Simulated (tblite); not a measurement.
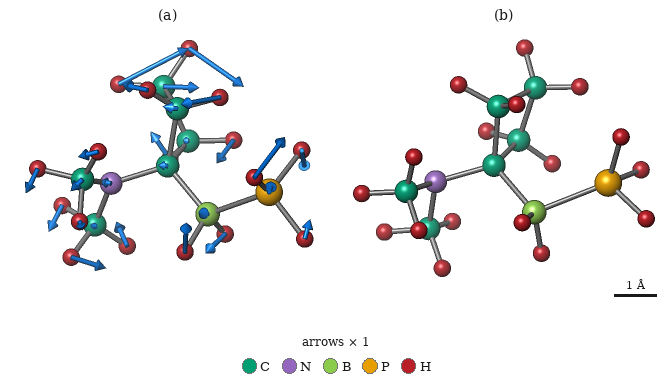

The structure of C₆H₁₇BNP before (left) and after (right) a relaxation, at one scale. The blue arrows give the displacements, at their true length.

The picture is a ball-and-stick view, seen from a free direction.

The calculation used GFN2-xTB geometry optimisation, gas phase (tblite). 

Summarise the run.

Answer. The energy falls by 165.4 kJ/mol in 182 geometry steps. The atom that moves furthest after the best rigid fit is an H atom (1.90 Å). By element the largest moves are H 1.90 Å, C 0.94 Å, P 0.55 Å, B 0.42 Å, N 0.31 Å. Some distances before and after: B–C 1.564 → 1.646 Å, C–C 1.500 → 1.550 Å, C–N 1.397 → 1.446 Å, B–P 1.868 → 1.913 Å. Among the angles between lasting bonds that change: H–P–H 110.5° → 97.9°, B–P–H 112.5° → 123.1°, H–P–H 105.9° → 96.2°. Groups turn about C–C by about 50°, C–C by about 50°, C–C by about 45°.
